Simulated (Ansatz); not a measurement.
# GaH₇NP: what the fields show

Input

```
crystal:
  periodic: [false, false, false]
  atoms:
    - { symbol: Ga, position_ang: [0.033506, -0.324609, -0.191587] }
    - { symbol: H, position_ang: [-0.150906, -0.409379, 1.36436] }
    - { symbol: H, position_ang: [1.388301, -0.258118, -0.972074] }
    - { symbol: "N", position_ang: [-1.552207, -0.19582, -1.086719] }
    - { symbol: H, position_ang: [-2.440721, -0.204735, -0.602559] }
    - { symbol: H, position_ang: [-1.679428, -0.138551, -2.0843] }
    - { symbol: P, position_ang: [-0.260732, 2.820612, 1.302072] }
    - { symbol: H, position_ang: [-1.682962, 2.762558, 1.196573] }
    - { symbol: H, position_ang: [-0.267789, 3.274819, 2.650244] }
    - { symbol: H, position_ang: [-0.171664, 1.444623, 1.659389] }
basis:
  gaussian: { orbitals: def2-mTZVP }
hamiltonian:
  xc: b3lyp
  dispersion: d4
relax:
  f_tol: 0.03
  max_steps: 50
output:
  orbitals: {}
```

Run with:

```sh
ansatz run input.yaml --threads 2 --pin off --max-ram 3072MiB --backend cpu --events-out ev --progress --plain --runs-dir out
```

The fields are those of the run's last geometry, not of the input's.

Level of theory: RKS B3LYP-D4/def2-mTZVP (Ansatz 0.2.0).

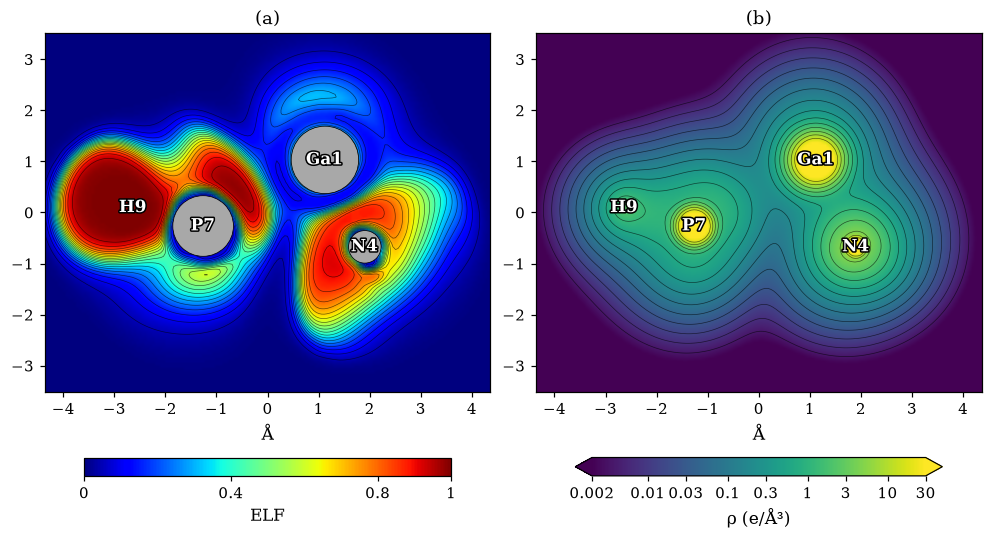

Figure 1. (a) electron localisation function; (b) total electron density on the plane of atoms Ga1, P7 and H9. Grey discs cover the atomic cores in the ELF map.

### What do the fields say about this system?

The section cuts through Ga, N, P and H sites. Ga–N (1.87 Å): the density is about 0.8 e/Å³ at the midpoint; the ELF peaks at about 0.90 in the valence shell of N, 0.7 Å from its nucleus, and is about 0.30 at the midpoint. Ga–P (2.71 Å): ρ at the midpoint is about 0.27 e/Å³, with its minimum of 0.23 e/Å³ about 1.2 Å from Ga; the ELF peaks at about 1 in the valence shell of P, 1.0 Å from its nucleus, and is about 0.60 at the midpoint. P–H (1.42 Å): ρ is about 1.1 e/Å³ halfway; the ELF climbs to about 1 towards the hydrogen, as it does in any bond to H.

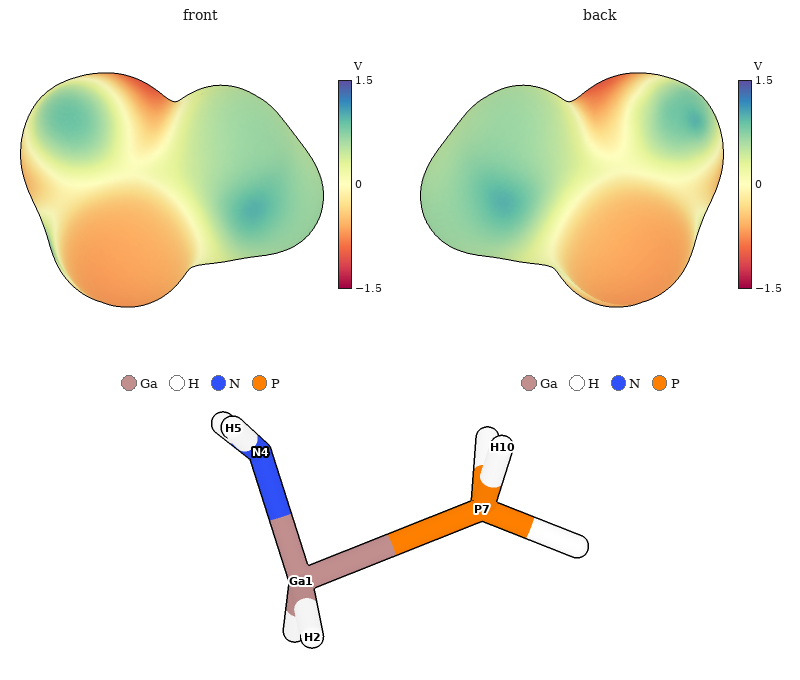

Figure 2. The molecular electrostatic potential painted on the density surface at 0.001 e/bohr³, seen from the front and from behind; red is negative and blue positive. The bare structure is drawn below in the same view.

### Which sites attract a positive test charge, and which a negative one?

A positive charge is drawn to the negative regions and a negative charge to the positive ones. The most negative region (about −1.0 V) lies over N4, the most positive (about +1.0 V) over H6 and P7.

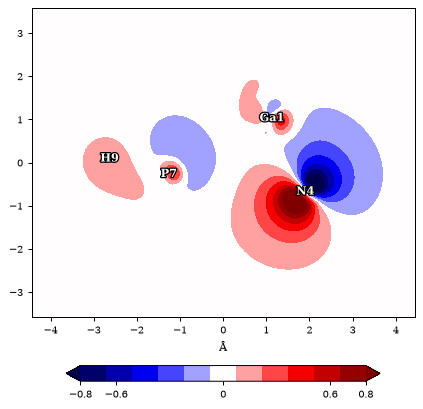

Figure 3. The HOMO on the plane of atoms Ga1, P7 and H9 (values in Å⁻³ᐟ²; the overall sign is arbitrary).

### Where does this orbital lie, and at what energy?

It lies mainly on N4 (about 65 %), Ga1 (about 10 %) and P7 (about 5 %); largely a lone pair of N4. Its energy is −6.29 eV.
